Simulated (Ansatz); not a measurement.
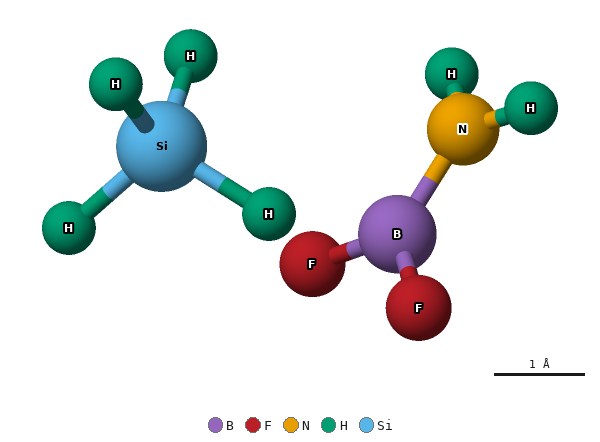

*The starting structure (ball-and-stick view, seen at a tilt).*

Bond lengths as drawn: B–F 1.32 Å, B–N 1.39 Å, H–N 0.99 Å and H–Si 1.46 to 1.48 Å.

**BSiNH₆F₂: geometry relaxation (part 1 of 2)**

The run: geometry relaxation of BSiNH₆F₂. Method and program: RHF/6-31G* (Ansatz 0.2.0).

It belongs to a series of runs on one base structure; here: end point A relaxed.

## Log
```
The last accepted step is kept in [file] (removed where the run ends without a failure and the disk answers)
Engine: ansatz 0.2.0, aarch64-unknown-linux-gnu
Functional definition: HF
  exchange = exact_x
  correlation = 0
966 factors; integrals over basis functions are off by at most 7.4e-4 eV
mean field evaluation 1: about -15522.8891 eV, gradient 3.8e1 eV
mean field evaluation 2: about -15522.9620 eV, gradient 3.8e1 eV
mean field evaluation 4: about -15525.9264 eV, gradient 2.9e0 eV
mean field evaluation 8: about -15525.9585 eV, gradient 1.8e-1 eV
mean field -15525.95862777 eV, -570.5684556980 hartree, gradient 2.2e-5 eV, S^2 0.000000; 0 other end points of the search recorded, 0 dependent functions left out
the calculation of the forces begins
reference -15525.95862777 eV, -570.5684556980 hartree; 25, 25 occupied and 66, 66 virtual orbitals, 966 factors
relax step   1: F+E_penalty+E_count = -15525.95862777 eV  Δ(F+E_penalty+E_count) = +0.000e0 eV  max|allowed force component| = 5.048e-1 eV/Å  Δτ_max = 0.0000 Å  (32 SCF iters, accepted)
these checks for a lower state are left out or cut short: starts, cluster_reference, orbital_swaps, neighbouring_geometries, increment
966 factors; integrals over basis functions are off by at most 7.5e-4 eV
mean field evaluation 16: about -15526.1265 eV, gradient 2.7e-4 eV
mean field -15526.12647036 eV, -570.5746237991 hartree, gradient 9.6e-6 eV, S^2 0.000000; 0 other end points of the search recorded, 0 dependent functions left out
[... from here on the field's lines of each further geometry are left out, up to the last ...]
relax step   2: F+E_penalty+E_count = -15526.12647036 eV  Δ(F+E_penalty+E_count) = -1.678e-1 eV  max|allowed force component| = 2.685e-1 eV/Å  Δτ_max = 0.1949 Å  (31 SCF iters, accepted)
relax step   3: F+E_penalty+E_count = -15526.17471302 eV  Δ(F+E_penalty+E_count) = -4.824e-2 eV  max|allowed force component| = 4.558e-1 eV/Å  Δτ_max = 0.2000 Å  (30 SCF iters, accepted)
relax step   4: F+E_penalty+E_count = -15526.21652531 eV  Δ(F+E_penalty+E_count) = -4.181e-2 eV  max|allowed force component| = 3.265e-1 eV/Å  Δτ_max = 0.1978 Å  (31 SCF iters, accepted)
relax step   5: F+E_penalty+E_count = -15526.23174956 eV  Δ(F+E_penalty+E_count) = -1.522e-2 eV  max|allowed force component| = 3.013e-1 eV/Å  Δτ_max = 0.0742 Å  (31 SCF iters, accepted)
relax step   6: F+E_penalty+E_count = -15526.24501390 eV  Δ(F+E_penalty+E_count) = -1.326e-2 eV  max|allowed force component| = 1.132e-1 eV/Å  Δτ_max = 0.2000 Å  (31 SCF iters, accepted)
relax step   7: F+E_penalty+E_count = -15526.23090780 eV  Δ(F+E_penalty+E_count) = +1.411e-2 eV  max|allowed force component| = 1.094e0 eV/Å  Δτ_max = 0.1363 Å  (31 SCF iters, rejected (line search))
relax step   8: F+E_penalty+E_count = -15526.24863481 eV  Δ(F+E_penalty+E_count) = -3.621e-3 eV  max|allowed force component| = 6.722e-2 eV/Å  Δτ_max = 0.0681 Å  (31 SCF iters, accepted)
relax step   9: F+E_penalty+E_count = -15526.25177968 eV  Δ(F+E_penalty+E_count) = -3.145e-3 eV  max|allowed force component| = 1.145e-1 eV/Å  Δτ_max = 0.0975 Å  (30 SCF iters, accepted)
relax step  10: F+E_penalty+E_count = -15526.24766216 eV  Δ(F+E_penalty+E_count) = +4.118e-3 eV  max|allowed force component| = 5.431e-1 eV/Å  Δτ_max = 0.1484 Å  (30 SCF iters, rejected (line search))
relax step  11: F+E_penalty+E_count = -15526.25561610 eV  Δ(F+E_penalty+E_count) = -3.836e-3 eV  max|allowed force component| = 1.975e-2 eV/Å  Δτ_max = 0.0742 Å  (30 SCF iters, accepted)
relax step  12: F+E_penalty+E_count = -15526.25755397 eV  Δ(F+E_penalty+E_count) = -1.938e-3 eV  max|allowed force component| = 9.058e-2 eV/Å  Δτ_max = 0.0726 Å  (31 SCF iters, accepted)
relax step  13: F+E_penalty+E_count = -15526.25741907 eV  Δ(F+E_penalty+E_count) = +1.349e-4 eV  max|allowed force component| = 2.601e-1 eV/Å  Δτ_max = 0.1028 Å  (31 SCF iters, rejected (line search))
relax step  14: F+E_penalty+E_count = -15526.25864449 eV  Δ(F+E_penalty+E_count) = -1.091e-3 eV  max|allowed force component| = 2.363e-2 eV/Å  Δτ_max = 0.0379 Å  (32 SCF iters, accepted)
relax step  15: F+E_penalty+E_count = -15526.25973004 eV  Δ(F+E_penalty+E_count) = -1.086e-3 eV  max|allowed force component| = 7.195e-2 eV/Å  Δτ_max = 0.0554 Å  (30 SCF iters, accepted)
relax step  16: F+E_penalty+E_count = -15526.26041274 eV  Δ(F+E_penalty+E_count) = -6.827e-4 eV  max|allowed force component| = 1.491e-1 eV/Å  Δτ_max = 0.0841 Å  (31 SCF iters, accepted)
relax step  17: F+E_penalty+E_count = -15526.26161022 eV  Δ(F+E_penalty+E_count) = -1.197e-3 eV  max|allowed force component| = 8.019e-2 eV/Å  Δτ_max = 0.0249 Å  (31 SCF iters, accepted)
relax step  18: F+E_penalty+E_count = -15526.26251995 eV  Δ(F+E_penalty+E_count) = -9.097e-4 eV  max|allowed force component| = 8.269e-2 eV/Å  Δτ_max = 0.0439 Å  (31 SCF iters, accepted)
relax step  19: F+E_penalty+E_count = -15526.26325002 eV  Δ(F+E_penalty+E_count) = -7.301e-4 eV  max|allowed force component| = 7.559e-2 eV/Å  Δτ_max = 0.0567 Å  (31 SCF iters, accepted)
relax step  20: F+E_penalty+E_count = -15526.25688940 eV  Δ(F+E_penalty+E_count) = +6.361e-3 eV  max|allowed force component| = 4.839e-1 eV/Å  Δτ_max = 0.1931 Å  (28 SCF iters, rejected (line search))
relax step  21: F+E_penalty+E_count = -15526.26329248 eV  Δ(F+E_penalty+E_count) = -4.247e-5 eV  max|allowed force component| = 7.777e-2 eV/Å  Δτ_max = 0.0159 Å  (24 SCF iters, accepted)
relax step  22: F+E_penalty+E_count = -15526.26376307 eV  Δ(F+E_penalty+E_count) = -4.706e-4 eV  max|allowed force component| = 4.617e-3 eV/Å  Δτ_max = 0.0385 Å  (31 SCF iters, accepted)
relax step  23: F+E_penalty+E_count = -15526.26209777 eV  Δ(F+E_penalty+E_count) = +1.665e-3 eV  max|allowed force component| = 2.949e-1 eV/Å  Δτ_max = 0.1458 Å  (30 SCF iters, rejected (line search))
relax step  24: F+E_penalty+E_count = -15526.26424788 eV  Δ(F+E_penalty+E_count) = -4.848e-4 eV  max|allowed force component| = 5.011e-2 eV/Å  Δτ_max = 0.0712 Å  (30 SCF iters, accepted)
relax step  25: F+E_penalty+E_count = -15526.26439859 eV  Δ(F+E_penalty+E_count) = -1.507e-4 eV  max|allowed force component| = 9.417e-2 eV/Å  Δτ_max = 0.0425 Å  (31 SCF iters, accepted)
relax step  26: F+E_penalty+E_count = -15526.26465555 eV  Δ(F+E_penalty+E_count) = -2.570e-4 eV  max|allowed force component| = 7.543e-2 eV/Å  Δτ_max = 0.0257 Å  (32 SCF iters, accepted)
relax step  27: F+E_penalty+E_count = -15526.26501089 eV  Δ(F+E_penalty+E_count) = -3.553e-4 eV  max|allowed force component| = 3.327e-2 eV/Å  Δτ_max = 0.0311 Å  (31 SCF iters, accepted)
relax step  28: F+E_penalty+E_count = -15526.26536578 eV  Δ(F+E_penalty+E_count) = -3.549e-4 eV  max|allowed force component| = 4.007e-2 eV/Å  Δτ_max = 0.0591 Å  (31 SCF iters, accepted)
relax step  29: F+E_penalty+E_count = -15526.26485845 eV  Δ(F+E_penalty+E_count) = +5.073e-4 eV  max|allowed force component| = 2.121e-1 eV/Å  Δτ_max = 0.1062 Å  (30 SCF iters, rejected (line search))
the calculation of the forces begins
reference -15526.26549058 eV, -570.5797326982 hartree; 25, 25 occupied and 66, 66 virtual orbitals, 966 factors
relax step  30: F+E_penalty+E_count = -15526.26549058 eV  Δ(F+E_penalty+E_count) = -1.248e-4 eV  max|allowed force component| = 1.426e-2 eV/Å  Δτ_max = 0.0118 Å  (24 SCF iters, accepted)
966 factors; integrals over basis functions are off by at most 7.7e-4 eV
mean field evaluation 224: about -15526.2655 eV, gradient 9.7e-5 eV
```

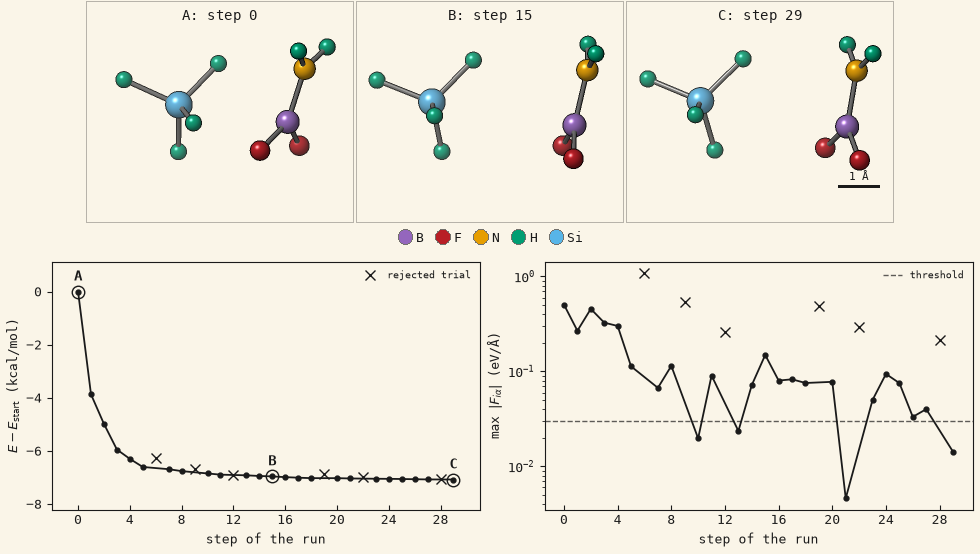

*Frames of the relaxation (ball-and-stick view, seen at a tilt) above the curves, on which the letters mark them (the first geometry is step 0 here and step 1 in the log).*

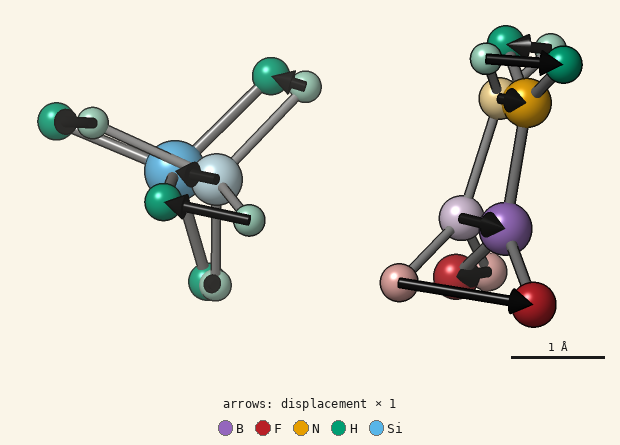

*Start (faint) and end (solid) with the displacements as black arrows, at true length (ball-and-stick view, seen at a tilt). The two geometries are laid on each other by the best rigid fit.*

The energy falls by 7.08 kcal/mol in 29 geometry steps. The largest force component goes from 0.5 to 0.014 eV/Å. The line search rejected the trial steps at points 6, 9, 12, 19, 22, 28 (counted from 0) and went back. The largest move after the best rigid fit is that of F2, 1.55 Å. Largest moves by element: F 1.55 Å, H 0.99 Å, B 0.62 Å, Si 0.58 Å, N 0.36 Å. Distances before and after: Si7–H11 1.463 → 1.475 Å. (Atoms are counted from 1 in the order of the input.)

```
mean field -15526.26549058 eV, -570.5797326982 hartree, gradient 2.0e-5 eV, S^2 0.000000; 1 other end points of the search recorded, 0 dependent functions left out
the calculation of the forces begins
reference -15526.26549058 eV, -570.5797326982 hartree; 25, 25 occupied and 66, 66 virtual orbitals, 966 factors
Total energy: -15526.26549058 eV, -570.5797326982 hartree
Atom 0 at     0.093782    -0.846078    -0.434173 Å, force     0.002813    -0.005973    -0.008752 eV/Å
Atom 1 at    -0.284407    -2.047235    -0.042507 Å, force    -0.000363    -0.001912     0.001478 eV/Å
Atom 2 at     1.354472    -0.624214    -0.978393 Å, force    -0.001350    -0.014263     0.005804 eV/Å
Atom 3 at     2.022450    -1.351778    -1.093279 Å, force    -0.004220     0.006011     0.000363 eV/Å
Atom 4 at     1.656194     0.274856    -1.276543 Å, force     0.007060     0.011555    -0.004252 eV/Å
Atom 5 at    -0.770636     0.144098    -0.290629 Å, force    -0.004524     0.004221     0.005025 eV/Å
Atom 6 at     0.044508     3.082190     1.448853 Å, force    -0.000184     0.004332     0.000195 eV/Å
Atom 7 at     0.463036     4.286904     2.193503 Å, force    -0.001093    -0.005223    -0.002318 eV/Å
Atom 8 at     0.805840     3.015041     0.185294 Å, force     0.000430    -0.003594     0.003395 eV/Å
Atom 9 at    -1.397459     3.162904     1.158321 Å, force     0.002794    -0.001913     0.001849 eV/Å
Atom 10 at     0.333320     1.886213     2.261951 Å, force    -0.001364     0.006758    -0.002789 eV/Å
Dipole moment:     0.482877     0.051557    -0.225282 e Å
```

## Trajectory as extended XYZ (Å, eV, eV/Å), 20 of the 30 frames kept, from step=1 to step=30
```
11
Properties=species:S:1:pos:R:3:forces:R:3 step=1 energy=-15525.95863
B     0.0905   -0.2632   -0.2274    0.0456  -0.3821  -0.1813
F    -0.1268   -0.8610    0.9284   -0.0802  -0.4977  -0.1683
N     1.3450   -0.2957   -0.8285    0.0100  -0.1123  -0.0824
H     2.1064   -0.8072   -0.4440   -0.0129   0.0303   0.0361
H     1.5242    0.1058   -1.7205   -0.0221   0.0365   0.0119
F    -0.9296    0.3517   -0.8014    0.0153   0.0098   0.0069
Si    0.0576    2.5427    1.2417    0.0385   0.5048   0.2294
H     0.7571    3.3742    2.2449   -0.0181  -0.0091  -0.0213
H     0.6936    2.7522   -0.0700   -0.0021   0.0256  -0.0104
H    -1.3571    2.9467    1.1778   -0.0263   0.0067   0.0002
H     0.1603    1.1366    1.6314    0.0523   0.3874   0.1793
11
Properties=species:S:1:pos:R:3:forces:R:3 step=3 energy=-15526.17471
B     0.0802   -0.4374   -0.3032   -0.3940  -0.3744  -0.4558
F    -0.1491   -1.1020    0.8117    0.0219   0.0182   0.0528
N     1.3445   -0.4016   -0.8800    0.0749   0.0758   0.0147
H     2.1306   -0.8502   -0.4688    0.0074   0.0136   0.0154
H     1.5298    0.0645   -1.7388   -0.0137   0.0075   0.0198
F    -0.9629    0.1239   -0.9077    0.3163   0.0290   0.2604
Si    0.0660    2.7186    1.3236   -0.0055   0.1181   0.0298
H     0.7452    3.5388    2.3477   -0.0304  -0.0040  -0.0299
H     0.7085    2.9442    0.0137   -0.0181   0.0173   0.0290
H    -1.3606    3.0854    1.2468    0.0337   0.0190   0.0125
H     0.1889    1.2988    1.6874    0.0076   0.0799   0.0513
11
Properties=species:S:1:pos:R:3:forces:R:3 step=4 energy=-15526.21652
B     0.0704   -0.5421   -0.3455   -0.2210   0.1978  -0.0890
F    -0.1696   -1.2796    0.7270    0.0502   0.1298  -0.2919
N     1.3465   -0.4408   -0.8976    0.0311   0.0696  -0.1845
H     2.1376   -0.8935   -0.4985   -0.0368  -0.0187  -0.0283
H     1.5447    0.1050   -1.7138   -0.1252  -0.1783   0.3265
F    -0.9495    0.1258   -0.8826    0.3140  -0.2971   0.2289
Si    0.0638    2.7881    1.3450   -0.0269  -0.0388  -0.0318
H     0.7402    3.6294    2.3460   -0.0007   0.1218   0.0083
H     0.7011    2.9708    0.0251   -0.0123   0.0269   0.0496
H    -1.3674    3.1326    1.2580    0.0337   0.0460   0.0180
H     0.2034    1.3871    1.7693   -0.0060  -0.0591  -0.0059
11
Properties=species:S:1:pos:R:3:forces:R:3 step=6 energy=-15526.24501
B     0.0837   -0.6562   -0.3874    0.0549  -0.1132   0.0286
F    -0.1547   -1.5152    0.5879   -0.0007   0.0837  -0.0865
N     1.3604   -0.5125   -0.9255   -0.0874  -0.0284   0.0552
H     2.1392   -1.0355   -0.5938   -0.0161   0.0397  -0.0481
H     1.5558    0.1257   -1.6623    0.0492  -0.0103   0.0080
F    -0.9309    0.0587   -0.8406    0.0078   0.0054   0.0347
Si    0.0501    2.9046    1.3890    0.0003  -0.0300   0.0256
H     0.7154    3.7718    2.3809   -0.0034   0.0086  -0.0087
H     0.6939    3.0836    0.0744    0.0023   0.0135  -0.0110
H    -1.3768    3.2601    1.2978   -0.0064   0.0100  -0.0051
H     0.1849    1.4978    1.8120   -0.0005   0.0210   0.0073
11
Properties=species:S:1:pos:R:3:forces:R:3 step=7 energy=-15526.23091 accepted=F
B     0.0955   -0.7118   -0.4086   -0.7228   0.6900  -0.2119
F    -0.1636   -1.6085    0.5060   -0.0881  -0.4348   0.3456
N     1.3544   -0.5473   -0.9429    1.0941   0.0715  -0.4719
H     2.1457   -1.0921   -0.6850   -0.1529  -0.1599   0.1853
H     1.5861    0.1301   -1.6358   -0.3238   0.0501   0.0579
F    -0.9051    0.0744   -0.8003    0.1979  -0.2236   0.0996
Si    0.0384    2.9464    1.4193   -0.0181   0.0247  -0.0428
H     0.6988    3.8733    2.3591   -0.0027   0.0058  -0.0015
H     0.6896    3.0483    0.0985    0.0006   0.0059   0.0161
H    -1.3875    3.3002    1.2956    0.0107  -0.0012   0.0056
H     0.1688    1.5698    1.9267    0.0051  -0.0284   0.0180
11
Properties=species:S:1:pos:R:3:forces:R:3 step=9 energy=-15526.25178
B     0.0940   -0.7045   -0.4051   -0.0710   0.0690   0.0921
F    -0.1681   -1.6444    0.4851   -0.0110   0.0516  -0.0991
N     1.3663   -0.5588   -0.9485    0.0907  -0.0020  -0.0398
H     2.1310   -1.1405   -0.6840   -0.0922   0.0650  -0.0490
H     1.5863    0.1545   -1.6080   -0.0098  -0.0777   0.0620
F    -0.8930    0.1081   -0.7523    0.0953  -0.1145   0.0312
Si    0.0374    2.9522    1.4082   -0.0014   0.0022  -0.0011
H     0.6823    3.8771    2.3618   -0.0057  -0.0137  -0.0059
H     0.6840    3.0910    0.0891   -0.0002   0.0015   0.0004
H    -1.3947    3.2816    1.2966    0.0000  -0.0033  -0.0029
H     0.1957    1.5667    1.8894    0.0056   0.0219   0.0121
11
Properties=species:S:1:pos:R:3:forces:R:3 step=10 energy=-15526.24766 accepted=F
B     0.1070   -0.7272   -0.4001   -0.4704  -0.0170  -0.0440
F    -0.1871   -1.7534    0.3862    0.0266   0.3438  -0.1749
N     1.3699   -0.5868   -0.9593    0.5431   0.0759  -0.1606
H     2.1180   -1.2283   -0.7759   -0.3271   0.2458  -0.0650
H     1.6138    0.1794   -1.5571   -0.1202  -0.2905   0.2397
F    -0.8556    0.1559   -0.6662    0.3459  -0.3622   0.2037
Si    0.0259    2.9883    1.4174    0.0192  -0.0311   0.0309
H     0.6519    3.9575    2.3408   -0.0268   0.0067  -0.0404
H     0.6798    3.0817    0.0961   -0.0090   0.0008   0.0359
H    -1.4123    3.2852    1.2826    0.0278  -0.0010   0.0045
H     0.2097    1.6306    1.9681   -0.0092   0.0289  -0.0297
```
